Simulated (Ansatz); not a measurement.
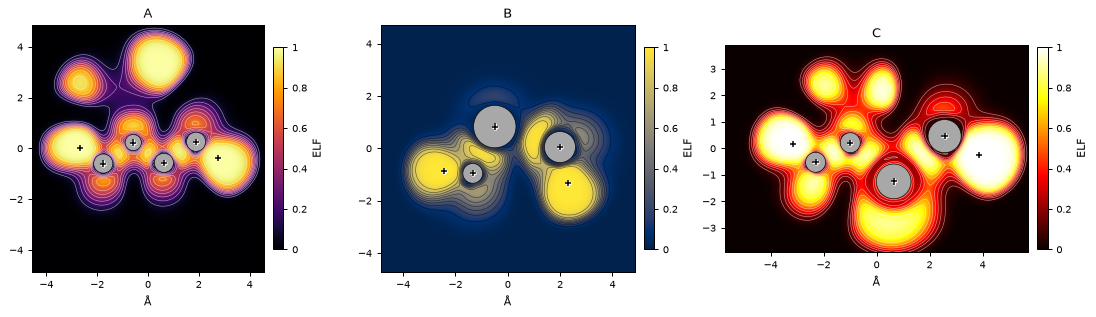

The ELF of 3 systems, each on a plane through atoms (crosses mark nuclei in the plane; grey discs cover the cores).

Theory: RKS PBE0-D4/def2-TZVPP (Ansatz).

System 1: C3H11SbSi, the plane of atoms Sb4, Si5 and H15. Geometry: PBE0-D4/def2-TZVP; core potentials replace the inner electrons of Sb.

```xyz
16

C    -0.0159   -1.0998   -0.8190
C     0.9099   -0.1028   -0.1501
C     1.9641    0.4235   -1.1111
Sb   -0.1172    1.6107    0.7557
Si   -1.9847    0.2663    1.9036
H     0.5634   -1.9183   -1.2636
H    -0.5906   -0.6300   -1.6220
H    -0.7280   -1.5432   -0.1201
H     1.4068   -0.5791    0.7019
H     2.6595    1.1134   -0.6273
H     2.5506   -0.4041   -1.5264
H     1.5049    0.9492   -1.9539
H    -1.0955    1.8966   -0.6209
H    -1.3568   -0.6784    2.8691
H    -2.8654    1.1925    2.6649
H    -2.8281   -0.5193    0.9634
```

System 2: C3H12AlP (SMILES [CH3][Al-]([CH3])([CH3])[PH3+]), the plane of atoms Al2, P5 and H16. Geometry: PBE0-D4/def2-TZVP.

```xyz
17

C    -0.4800    1.0005   -1.7875
Al    0.3421   -0.0923   -0.3621
C     1.9233    0.6320    0.5744
C     0.1244   -2.0538   -0.4465
P    -1.4185    0.3793    1.5052
H     0.1258    0.9422   -2.6997
H    -0.5472    2.0617   -1.5263
H    -1.4848    0.6609   -2.0594
H     1.8287    1.6972    0.8096
H     2.1454    0.1042    1.5077
H     2.8123    0.5309   -0.0595
H     0.3658   -2.5508    0.4988
H     0.8014   -2.4730   -1.2004
H    -0.8873   -2.3588   -0.7334
H    -2.5250    1.2112    1.2302
H    -2.1319   -0.6926    2.0832
H    -1.0135    1.0009    2.7059
```

System 3: C3H11NSn (SMILES CC[N](C)[SnH3]), the plane of atoms C1, C2 and N3. Geometry: PBE0-D4/def2-TZVP; core potentials replace the inner electrons of Sn.

```xyz
16

C    -0.0025    1.9957   -0.0433
C     0.8586    0.7519   -0.0015
N     0.1495   -0.4477   -0.3888
C     1.0336   -1.5899   -0.4357
Sn   -1.6989   -0.7940    0.3942
H    -0.4678    2.1134   -1.0244
H     0.5995    2.8831    0.1625
H    -0.7977    1.9695    0.7094
H     1.3140    0.6561    1.0022
H     1.7010    0.8807   -0.6977
H     1.8335   -1.4129   -1.1672
H     0.4956   -2.4864   -0.7531
H     1.5237   -1.8135    0.5280
H    -2.0511   -2.4013   -0.0547
H    -2.8128    0.2995   -0.2903
H    -1.7013   -0.6268    2.1046
```

### Which map belongs to which system?

Panel A is system 3, C3H11NSn: the plane holds C, N and H. C–N (1.45 Å): the ELF peaks at about 0.90 between the atoms, as expected for a covalent bond. Panel B is system 2, C3H12AlP: the plane holds Al, C, P and H. C–Al (1.98 Å): the ELF peaks at about 0.95 in the valence shell of C, 0.7 Å from its nucleus, and is about 0.85 at the midpoint. Panel C is system 1, C3H11SbSi: the plane holds C, Sb, Si and H. C–C (1.52 Å): the ELF peaks at about 0.95 between the atoms (localised, covalent bonding).
